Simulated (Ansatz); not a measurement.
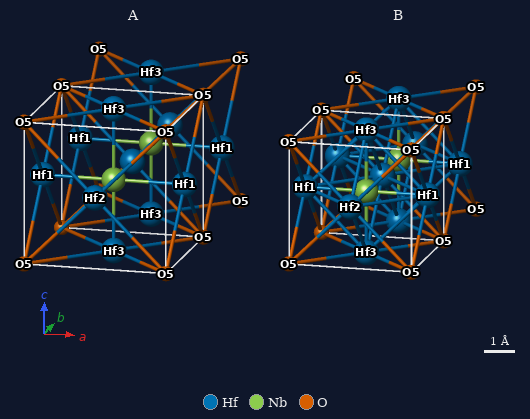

Two geometries of a crystal of Hf3NbO (a generated structure, set up in Pm-3m) (coarse preliminary run), drawn at one scale. One is the start of a relaxation, the other its converged end. Style: ball-and-stick. Shown: the cell of the calculation, repeated 1 × 2 × 1 with one cell outlined, slightly off an axis.

All numbers below come from DFT PBE, scalar-relativistic, plane waves, PAW in Ansatz. Settings: plane-wave cutoff 420 eV; k-point mesh 4 × 4 × 4; occupations gaussian; smearing width 0.1 eV; no spin polarisation; cell and atoms relaxed; force threshold 0.04 eV/Å; at most 70 steps.

Which one is relaxed?

Answer. Structure A is the relaxed one. The atoms keep their places relative to the cell (all moves are under 0.005 Å). Cell: a = b = c 4.335 → 5.023 Å (+15.9 %). Volume +55.6 %. Near-neighbour distances that change, for instance: Hf–O 3.065 → 3.552 Å, Hf–Hf 3.065 → 3.552 Å, Hf–Nb 2.167 → 2.512 Å. The space group stays Pm-3m (No. 221). After 6 accepted moves (8 points after the start) the energy has fallen by 1402 meV per atom. All forces vanish by symmetry, so only the cell relaxes. The pressure goes from 71.42 to 0.06 GPa. At 2 points the geometry stayed and the basis and grid were re-selected for the new cell (energy shift of 65.4 meV per atom at most each time).
